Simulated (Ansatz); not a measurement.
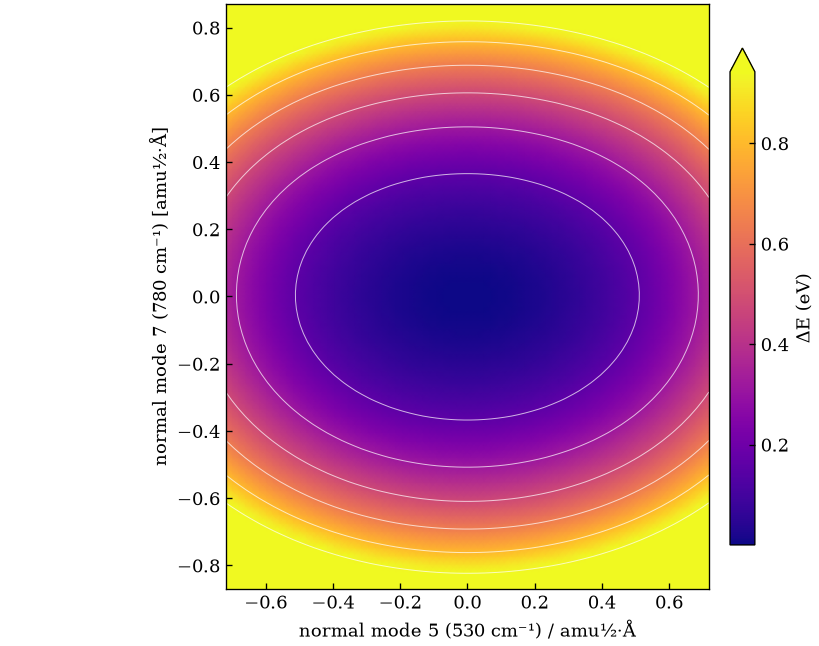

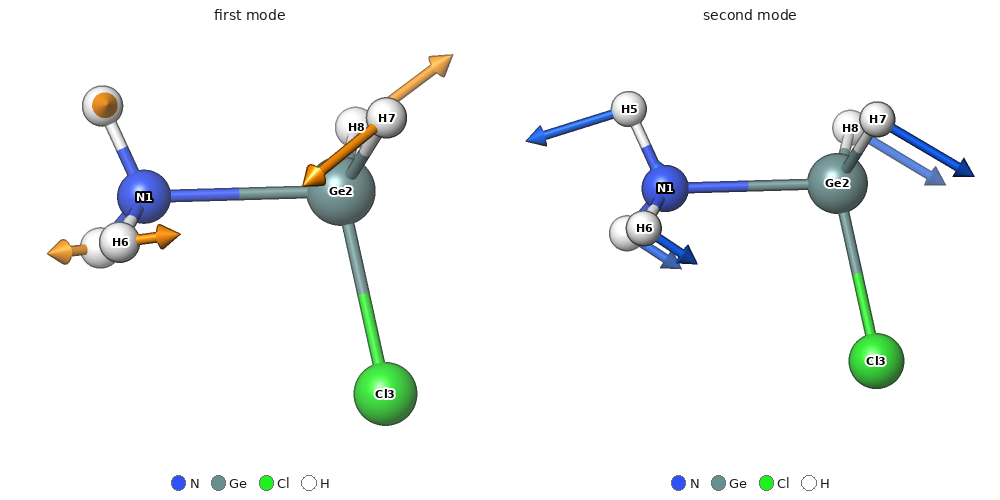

Energy landscape of ClGeH₅N, SMILES [NH3+][GeH2][Cl], charge +1. Coordinates scanned: (1) normal mode 5 (530 cm⁻¹); (2) normal mode 7 (780 cm⁻¹). Nothing is relaxed (straight displacements along the two mass-weighted modes). Grid: 15 × 15 points. Energies: eV, counted from the lowest grid point. Method: RHF/def2-TZVP (Ansatz 0.2.0).

The picture shows a smooth colour map with a few white contour lines, one colour for all values above the top of the scale. Between grid points the surface is interpolated. The second picture is the structure at the lowest point

Q: Where are the wells?

A: The lowest grid point is at normal mode 5 (530 cm⁻¹) = 0.000 amu½·Å, normal mode 7 (780 cm⁻¹) = 0.000 amu½·Å. It is the only kind of minimum in the scanned range. The highest grid point, normal mode 5 (530 cm⁻¹) = 0.719 amu½·Å, normal mode 7 (780 cm⁻¹) = −0.870 amu½·Å, lies 1.65 eV above the lowest.

Each point was launched as `ansatz run input.yaml --threads 1 --pin off --max-ram 2560MiB --backend cpu --events-out ev --progress --plain --runs-dir out`. The whole map (225 points run) took 19 min on 1 thread of Intel(R) Xeon(R) Platinum 8259CL CPU @ 2.50GHz (Skylake/Cascade Lake), with other jobs on the host.
